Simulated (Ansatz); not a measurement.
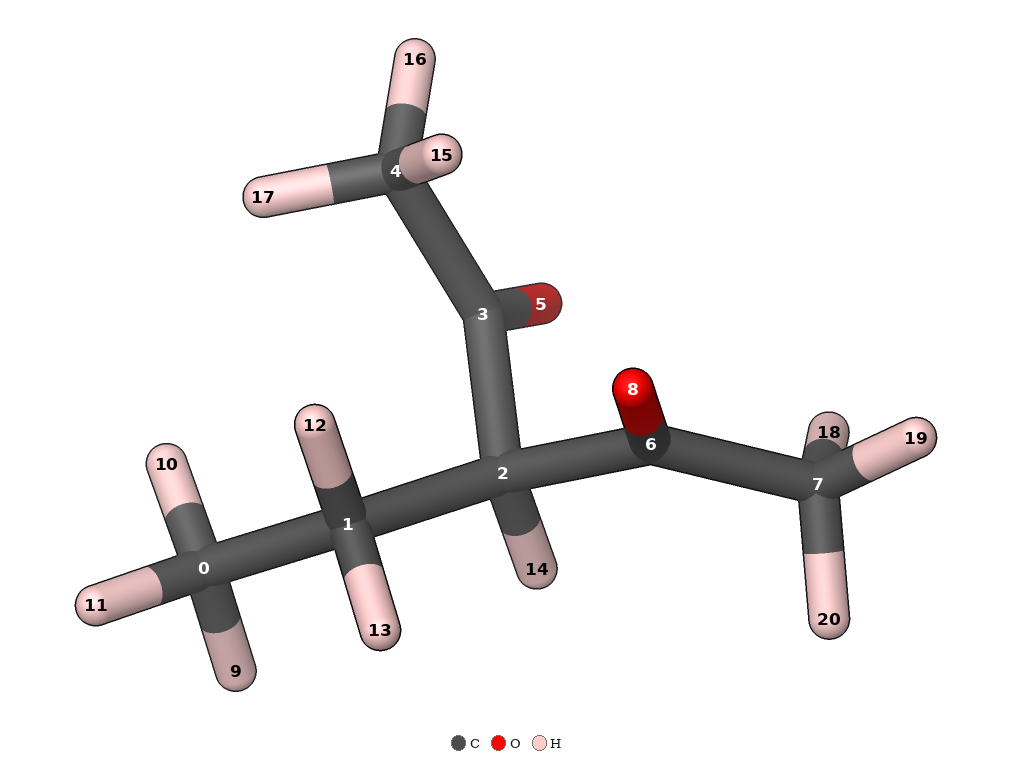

The structure as it stands in the input. Atoms are numbered from 0, in the order of the input.

Input file:

```yaml
crystal:
  periodic: [false, false, false]
  atoms:
    - {symbol: C, position_ang: [0.307204, -1.713651, -1.783909]}
    - {symbol: C, position_ang: [0.479836, -1.332475, -0.324017]}
    - {symbol: C, position_ang: [0.415851, 0.172638, -0.098851]}
    - {symbol: C, position_ang: [-0.943957, 0.798672, -0.416183]}
    - {symbol: C, position_ang: [-2.164937, 0.063069, 0.053610]}
    - {symbol: O, position_ang: [-1.007654, 1.862469, -0.980116]}
    - {symbol: C, position_ang: [0.711771, 0.545913, 1.352696]}
    - {symbol: C, position_ang: [1.388843, 1.866640, 1.561710]}
    - {symbol: O, position_ang: [0.390956, -0.178597, 2.261153]}
    - {symbol: H, position_ang: [1.080707, -1.255329, -2.405707]}
    - {symbol: H, position_ang: [-0.659232, -1.390453, -2.180567]}
    - {symbol: H, position_ang: [0.372121, -2.795487, -1.915938]}
    - {symbol: H, position_ang: [-0.266017, -1.825184, 0.302693]}
    - {symbol: H, position_ang: [1.448072, -1.689608, 0.039161]}
    - {symbol: H, position_ang: [1.129487, 0.694874, -0.742024]}
    - {symbol: H, position_ang: [-2.036534, -0.274969, 1.084808]}
    - {symbol: H, position_ang: [-3.034995, 0.710576, -0.035381]}
    - {symbol: H, position_ang: [-2.319358, -0.830577, -0.557237]}
    - {symbol: H, position_ang: [0.898551, 2.640332, 0.964774]}
    - {symbol: H, position_ang: [1.388818, 2.132024, 2.617248]}
    - {symbol: H, position_ang: [2.420479, 1.799125, 1.202078]}
basis:
  gaussian: {orbitals: cc-pVDZ}
magnetization: {spin_polarized: true, initial_magnetization: 0}
hamiltonian: {xc: {name: B3LYP5}}
```

Command:

```sh
ansatz run in.yaml --threads 5 --pin off --events-out ev --progress --plain --max-ram 66560MiB --backend cpu
```

Output:

```
Functional definition: B3LYP5
  name "B3LYP5"
  cite "Stephens, Devlin, Chabalowski & Frisch, J. Phys. Chem. 98, 11623 (1994) doi:10.1021/j100096a001"
  cite "Becke, Phys. Rev. A 38, 3098 (1988) doi:10.1103/PhysRevA.38.3098"
  cite "Lee, Yang & Parr, Phys. Rev. B 37, 785 (1988) doi:10.1103/PhysRevB.37.785"
  cite "Vosko, Wilk & Nusair, Can. J. Phys. 58, 1200 (1980) doi:10.1139/p80-159"
  parameter a0 = 0.2
  parameter ax = 0.72
  parameter ac = 0.81
  exchange = (1 - a0 - ax)*slater_x + ax*b88_x + a0*exact_x
  correlation = (1 - ac)*vwn5_c + ac*lyp_c
2226 factors; their error is unknown
mean field evaluation 1: about -11528.3195 eV, gradient 5.7e1 eV
mean field evaluation 2: about -11520.3522 eV, gradient 7.3e1 eV
mean field evaluation 4: about -11542.5830 eV, gradient 3.1e0 eV
mean field evaluation 8: about -11542.6202 eV, gradient 1.1e-1 eV
mean field evaluation 16: about -11542.5700 eV, gradient 1.1e-4 eV
mean field -11542.56997661 eV, -424.1816228053 hartree, gradient 4.0e-5 eV, S^2 0.000000; 0 other end points of the search recorded, 0 dependent functions left out
reference -11542.57025693 eV, -424.1816331070 hartree; 35, 35 occupied and 151, 151 virtual orbitals, 2226 factors
Total energy: -11542.57025693 eV, -424.1816331070 hartree
```

Self-consistency was reached.
